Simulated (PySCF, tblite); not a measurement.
# anisole (C₇H₈O): a rotation path, then NMR shifts on frames, part 2 of 2

tblite 0.8.0 and PySCF 2.14.0. Atoms count from 0. Earlier steps stand in the parts before.

**5. NMR shieldings: image 4, PBE0/pcSseg-1**

Job settings and geometry (Å):

```
{"job": {"kind": "nmr", "xc": "PBE0", "basis": "pcSseg-1", "pop": false}, "charge": 0, "multiplicity": 1}
C     -2.558700     0.104600    -0.621200
O     -1.756200    -0.734800     0.178300
C     -0.416500    -0.386300     0.202100
C      0.439700    -0.835000    -0.796000
C      1.787400    -0.530000    -0.735500
C      2.284200     0.229900     0.310200
C      1.429000     0.683700     1.300400
C      0.080200     0.379600     1.249100
H     -3.551200    -0.343200    -0.632800
H     -2.617400     1.114800    -0.198100
H     -2.177600     0.173700    -1.646300
H      0.041900    -1.430100    -1.604500
H      2.453600    -0.887300    -1.507000
H      3.336900     0.468200     0.354400
H      1.812600     1.279600     2.116100
H     -0.595400     0.721600     2.019300
```

With the program's defaults for keys left out, this is: GIAO PBE0/pcSseg-1 NMR shielding, non-relativistic, gas phase.

The log of the run:

```text
coarse grid: 13648 points
cycle   1  E = -346.1951860112  dE =  1.362e+00  |g| = 5.475e-01  |ddm| = 3.830e+00
cycle   2  E = -346.1661740741  dE =  2.901e-02  |g| = 6.986e-01  |ddm| = 1.234e+00
cycle   3  E = -346.2569594048  dE = -9.079e-02  |g| = 8.853e-02  |ddm| = 7.015e-01
cycle   4  E = -346.2583508786  dE = -1.391e-03  |g| = 3.196e-02  |ddm| = 9.531e-02
cycle   5  E = -346.2585848009  dE = -2.339e-04  |g| = 7.047e-03  |ddm| = 3.653e-02
cycle   6  E = -346.2585934642  dE = -8.663e-06  |g| = 3.820e-03  |ddm| = 9.414e-03
cycle   7  E = -346.2585972310  dE = -3.767e-06  |g| = 6.762e-04  |ddm| = 3.888e-03
final grid: 132640 points
cycle   8  E = -346.3167187654  dE = -2.623e-05  |g| = 1.113e-02  |ddm| = 4.092e-02
cycle   9  E = -346.3166964852  dE =  2.228e-05  |g| = 1.580e-02  |ddm| = 2.139e-02
cycle  10  E = -346.3167436364  dE = -4.715e-05  |g| = 1.563e-03  |ddm| = 1.323e-02
cycle  11  E = -346.3167441961  dE = -5.597e-07  |g| = 2.222e-04  |ddm| = 1.891e-03
cycle  12  E = -346.3167442031  dE = -6.982e-09  |g| = 1.420e-04  |ddm| = 3.346e-04
cycle  13  E = -346.3167442084  dE = -5.368e-09  |g| = 2.409e-05  |ddm| = 1.499e-04
cycle  14  E = -346.3167442086  dE = -1.371e-10  |g| = 6.134e-06  |ddm| = 2.688e-05
converged SCF energy = -346.3167442086

GIAO shielding tensors (ppm)
atom      isotropic    diamagn.    paramagn.     s11        s22        s33       span
  0 C      120.470     244.236    -123.767     86.570     94.422    180.416     93.847
  1 O      259.466     400.527    -141.061    211.279    240.226    326.893    115.614
  2 C       16.307     255.449    -239.142    -74.282      8.885    114.320    188.602
  3 C       58.357     252.629    -194.272    -36.571     43.738    167.905    204.476
  4 C       51.713     254.492    -202.779    -58.108     37.367    175.879    233.987
  5 C       57.156     254.075    -196.919    -51.378     42.932    179.914    231.292
  6 C       51.647     254.584    -202.937    -58.151     37.444    175.649    233.800
  7 C       58.108     252.260    -194.152    -36.845     44.918    166.250    203.096
  8 H       27.403      28.022      -0.619     24.203     24.478     33.528      9.324
  9 H       27.964      29.639      -1.675     23.680     26.472     33.740     10.060
 10 H       28.075      29.913      -1.838     23.822     26.845     33.559      9.737
 11 H       24.277      32.089      -7.812     20.814     23.503     28.515      7.701
 12 H       24.059      30.327      -6.268     20.709     24.502     26.966      6.257
 13 H       24.295      29.943      -5.648     21.075     24.971     26.839      5.764
 14 H       24.064      30.244      -6.180     20.714     24.537     26.942      6.228
 15 H       24.260      32.001      -7.741     20.816     23.685     28.280      7.465
```

Run time: 55 s. Hardware: 1 thread, shared host.

This run: δ C2 170.6, C6 135.3, C4 135.2, C5 129.8, H12 7.66, H14 7.65 ppm.

**6. Shielding tensors: image 6, PBE0/pcSseg-1**

Job settings and geometry (Å):

```
{"job": {"kind": "nmr", "xc": "PBE0", "basis": "pcSseg-1", "pop": false}, "charge": 0, "multiplicity": 1}
C     -2.561100    -0.062900    -0.784200
O     -1.813400    -0.293500     0.387700
C     -0.451000    -0.159600     0.312200
C      0.313600    -0.550900    -0.781400
C      1.686100    -0.374100    -0.762500
C      2.308800     0.196600     0.332800
C      1.552300     0.556100     1.437000
C      0.183800     0.373800     1.432300
H     -3.593300    -0.299900    -0.532000
H     -2.490400     0.990300    -1.080400
H     -2.248700    -0.689200    -1.623100
H     -0.149900    -1.002200    -1.645100
H      2.272200    -0.682200    -1.616100
H      3.375800     0.362600     0.327000
H      2.029100     0.994900     2.301800
H     -0.421500     0.649200     2.282600
```

Method: GIAO PBE0/pcSseg-1 NMR shielding, non-relativistic, gas phase.

The log of the run:

```text
coarse grid: 13648 points
cycle   1  E = -346.1975143005  dE =  1.382e+00  |g| = 5.402e-01  |ddm| = 3.815e+00
cycle   2  E = -346.1700292195  dE =  2.749e-02  |g| = 6.846e-01  |ddm| = 1.157e+00
cycle   3  E = -346.2581354235  dE = -8.811e-02  |g| = 9.568e-02  |ddm| = 6.368e-01
cycle   4  E = -346.2597813165  dE = -1.646e-03  |g| = 3.335e-02  |ddm| = 9.795e-02
cycle   5  E = -346.2600320086  dE = -2.507e-04  |g| = 7.283e-03  |ddm| = 3.684e-02
cycle   6  E = -346.2600418736  dE = -9.865e-06  |g| = 3.687e-03  |ddm| = 9.663e-03
cycle   7  E = -346.2600454293  dE = -3.556e-06  |g| = 7.001e-04  |ddm| = 3.790e-03
final grid: 132640 points
cycle   8  E = -346.3182731200  dE = -2.665e-05  |g| = 1.144e-02  |ddm| = 3.982e-02
cycle   9  E = -346.3182463868  dE =  2.673e-05  |g| = 1.678e-02  |ddm| = 2.106e-02
cycle  10  E = -346.3182992050  dE = -5.282e-05  |g| = 1.723e-03  |ddm| = 1.319e-02
cycle  11  E = -346.3182998838  dE = -6.788e-07  |g| = 2.382e-04  |ddm| = 1.947e-03
cycle  12  E = -346.3182998917  dE = -7.937e-09  |g| = 1.548e-04  |ddm| = 3.673e-04
cycle  13  E = -346.3182998982  dE = -6.500e-09  |g| = 2.577e-05  |ddm| = 1.647e-04
cycle  14  E = -346.3182998984  dE = -1.577e-10  |g| = 6.765e-06  |ddm| = 2.840e-05
converged SCF energy = -346.3182998984

GIAO shielding tensors (ppm)
atom      isotropic    diamagn.    paramagn.     s11        s22        s33       span
  0 C      129.240     244.529    -115.289     99.929    106.469    181.323     81.394
  1 O      247.085     398.099    -151.014    147.788    276.276    317.191    169.403
  2 C       18.724     254.500    -235.776    -67.947     10.493    113.626    181.573
  3 C       69.469     256.903    -187.435    -23.162     47.463    184.106    207.268
  4 C       52.579     253.401    -200.822    -58.108     39.581    176.263    234.372
  5 C       60.496     253.995    -193.499    -45.384     47.727    179.145    224.529
  6 C       51.755     253.832    -202.077    -58.281     38.020    175.527    233.809
  7 C       60.832     252.737    -191.905    -30.433     49.048    163.879    194.312
  8 H       27.599      27.830      -0.231     23.573     25.798     33.428      9.855
  9 H       28.151      29.391      -1.241     24.300     25.886     34.265      9.966
 10 H       27.412      29.793      -2.382     22.564     26.839     32.833     10.269
 11 H       24.485      33.096      -8.611     20.003     23.958     29.495      9.492
 12 H       24.145      30.615      -6.470     20.755     24.610     27.070      6.314
 13 H       24.526      29.953      -5.427     21.300     25.402     26.877      5.577
 14 H       24.151      30.020      -5.869     20.832     24.723     26.898      6.066
 15 H       24.423      31.768      -7.345     20.769     24.221     28.278      7.508
```

It took 55 s on 1 thread, shared host.

In short: δ C2 168.2, C6 135.2, C4 134.3, C5 126.4, H12 7.57, H14 7.57 ppm.

**7. Shielding tensors: image 8, PBE0/pcSseg-1**

Job settings and geometry (Å):

```
{"job": {"kind": "nmr", "xc": "PBE0", "basis": "pcSseg-1", "pop": false}, "charge": 0, "multiplicity": 1}
C     -2.561000    -0.228100    -0.794300
O     -1.824000     0.100100     0.357100
C     -0.462400     0.081300     0.287500
C      0.273000    -0.246600    -0.845400
C      1.657600    -0.229900    -0.794600
C      2.320000     0.109200     0.369400
C      1.586700     0.436100     1.500000
C      0.208500     0.423300     1.462800
H     -3.608200    -0.144500    -0.507400
H     -2.355500     0.465800    -1.616300
H     -2.358500    -1.252400    -1.124600
H     -0.215600    -0.515800    -1.768800
H      2.218500    -0.486400    -1.681500
H      3.398700     0.119800     0.398200
H      2.094400     0.702600     2.415100
H     -0.379700     0.674400     2.331400
```

With the program's defaults for keys left out, this is: GIAO PBE0/pcSseg-1 NMR shielding, non-relativistic, gas phase.

The log of the run:

```text
coarse grid: 13648 points
cycle   1  E = -346.2020367545  dE =  1.394e+00  |g| = 5.346e-01  |ddm| = 3.818e+00
cycle   2  E = -346.1756576357  dE =  2.638e-02  |g| = 6.743e-01  |ddm| = 1.160e+00
cycle   3  E = -346.2618000260  dE = -8.614e-02  |g| = 9.806e-02  |ddm| = 6.320e-01
cycle   4  E = -346.2635303829  dE = -1.730e-03  |g| = 3.423e-02  |ddm| = 9.813e-02
cycle   5  E = -346.2637917037  dE = -2.613e-04  |g| = 7.586e-03  |ddm| = 3.754e-02
cycle   6  E = -346.2638024277  dE = -1.072e-05  |g| = 3.898e-03  |ddm| = 1.052e-02
cycle   7  E = -346.2638064566  dE = -4.029e-06  |g| = 7.606e-04  |ddm| = 4.126e-03
final grid: 132640 points
cycle   8  E = -346.3218796069  dE = -3.789e-05  |g| = 1.134e-02  |ddm| = 4.818e-02
cycle   9  E = -346.3218535270  dE =  2.608e-05  |g| = 1.664e-02  |ddm| = 2.042e-02
cycle  10  E = -346.3219053821  dE = -5.186e-05  |g| = 1.843e-03  |ddm| = 1.295e-02
cycle  11  E = -346.3219061440  dE = -7.620e-07  |g| = 2.449e-04  |ddm| = 2.048e-03
cycle  12  E = -346.3219061512  dE = -7.162e-09  |g| = 1.746e-04  |ddm| = 4.026e-04
cycle  13  E = -346.3219061595  dE = -8.308e-09  |g| = 3.015e-05  |ddm| = 1.871e-04
cycle  14  E = -346.3219061597  dE = -2.204e-10  |g| = 6.190e-06  |ddm| = 3.198e-05
converged SCF energy = -346.3219061597

GIAO shielding tensors (ppm)
atom      isotropic    diamagn.    paramagn.     s11        s22        s33       span
  0 C      131.332     245.121    -113.789    103.323    112.292    178.379     75.056
  1 O      231.202     396.819    -165.617    128.094    278.663    286.848    158.754
  2 C       20.064     254.779    -234.715    -63.350      8.553    114.989    178.339
  3 C       74.825     258.025    -183.200    -14.814     57.118    182.171    196.985
  4 C       52.288     253.222    -200.934    -59.025     39.618    176.272    235.297
  5 C       61.755     253.910    -192.154    -45.158     51.068    179.355    224.513
  6 C       51.888     253.457    -201.568    -58.719     38.457    175.927    234.645
  7 C       63.239     252.445    -189.206    -26.512     51.127    165.104    191.616
  8 H       27.442      27.653      -0.211     22.942     26.138     33.246     10.304
  9 H       27.984      29.512      -1.528     24.594     25.611     33.747      9.153
 10 H       27.975      29.509      -1.534     24.572     25.612     33.740      9.168
 11 H       24.944      33.643      -8.699     20.653     24.548     29.632      8.979
 12 H       24.142      30.715      -6.573     20.683     24.534     27.209      6.526
 13 H       24.546      29.950      -5.404     21.273     25.428     26.937      5.664
 14 H       24.136      29.959      -5.823     20.770     24.737     26.900      6.131
 15 H       24.451      31.621      -7.169     20.526     24.406     28.422      7.896
```

It took 53 s on 1 thread, shared host.

In short: δ C2 166.9, C6 135.0, C4 134.6, C5 125.2, H14 7.58, H12 7.58 ppm.

**8. Run by run: NMR shifts**

Shifts (ppm) of some atoms, chosen among heavy atoms and hydrogens apart, with basis size and wall time:

```tsv
frame	C5	C3	C7	C0	H15	H10	O1	functions	time
image 0	125.2	123.7	112.1	55.6	6.77	3.74	104.9	176	59 s
image 2	127.4	127.2	120.3	59.6	7.31	3.57	83.9	176	59 s
image 4	129.8	128.6	128.8	66.5	7.46	3.64	76.6	176	55 s
image 6	126.4	117.5	126.1	57.7	7.29	4.31	89.0	176	55 s
image 8	125.2	112.1	123.7	55.6	7.27	3.74	104.9	176	53 s
```

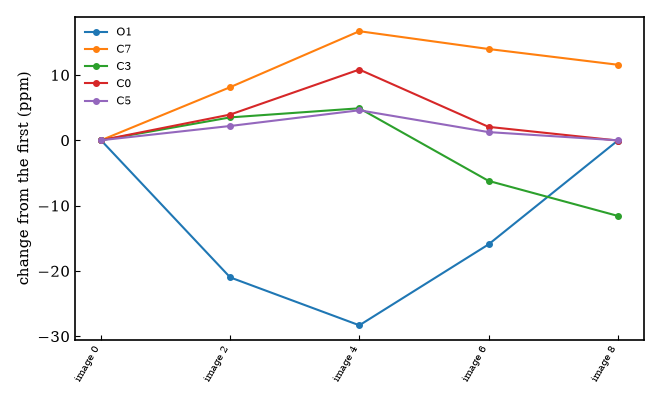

How five of the tabulated atoms move from run to run.

**9. Summary of results**

What follows sums up all 2 parts.

```
                                       quantity                                               value
                                        barrier                  0.196 eV (4.5 kcal/mol) at image 4
                          end to end (GFN2-xTB)                                            0.000 eV
¹³C shifts against TMS (PBE0/pcSseg-1, image 0)  166.9, 135.1, 134.7, 125.2, 123.7, 112.1, 55.6 ppm
 ¹H shifts against TMS (PBE0/pcSseg-1, image 0)  7.58, 7.58, 7.27, 7.18, 6.77, 4.28, 3.74, 3.74 ppm
¹⁷O shifts against H2O (PBE0/pcSseg-1, image 0)                                           104.9 ppm
                       range of the shift of O1                                   76.6 to 104.9 ppm
```

What this shows: Along the band the dihedral turns by 180°, and the top (dihedral 97°) lies 4.5 kcal/mol above the start (GFN2-xTB, rough), so at room temperature this motion is fast. The top was not checked by a frequency run. Shifts at one fixed geometry are not the observed spectrum, which averages over the motion. NICS(1)zz of -28 ppm above the planar ring from C2 marks a diatropic (aromatic) ring current. In ppm, O1 moves most: its shift spreads over 28.3 ppm, from 76.6 (image 4) to 104.9 (image 0).
